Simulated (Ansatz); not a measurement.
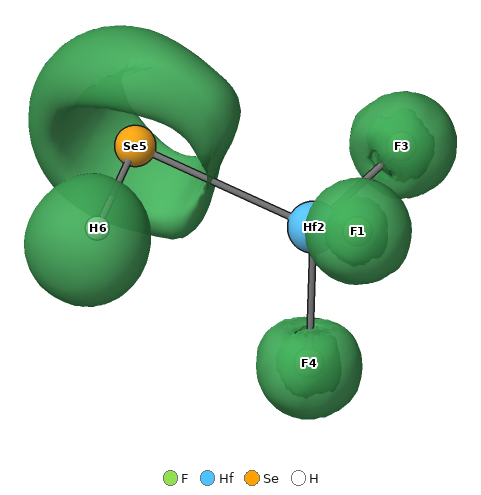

F$_{3}$HHfSe (SMILES [F][Hf]([F])([F])[SeH]). Isosurface of the ELF at 0.8 (green), seen at a tilt. Core shells and regions of very low density are left out.

Geometry: PBE0-D4/def2-TZVP; core potentials replace the inner electrons of Hf.

Method: RKS PBE0-D4/def2-TZVPP (Ansatz 0.2.0).

| atom | x (Å) | y (Å) | z (Å) |
| --- | --- | --- | --- |
| F | -0.8066 | -1.3697 | 1.2968 |
| Hf | 0.3224 | -0.5004 | 0.0493 |
| F | 2.1437 | -0.7799 | 0.4711 |
| F | -0.0949 | -1.1819 | -1.6676 |
| Se | -0.0813 | 2.0448 | 0.1123 |
| H | -1.4833 | 1.7871 | -0.2619 |

> Where are the electrons localised?

The surface consists of one region around a hydrogen nucleus, three regions wrapped around F (the valence shell of each) and one region wrapped around Se (its valence shell).

Values along the shortest contacts:
Hf–F (1.89 Å): the ELF peaks at about 0.85 in the valence shell of F, 0.5 Å from its nucleus, and drops to about 0.25 between the two atoms. Hf–Se (2.58 Å): the ELF peaks at about 0.80 in the valence shell of Se, 1.1 Å from its nucleus, and is about 0.60 at the midpoint.
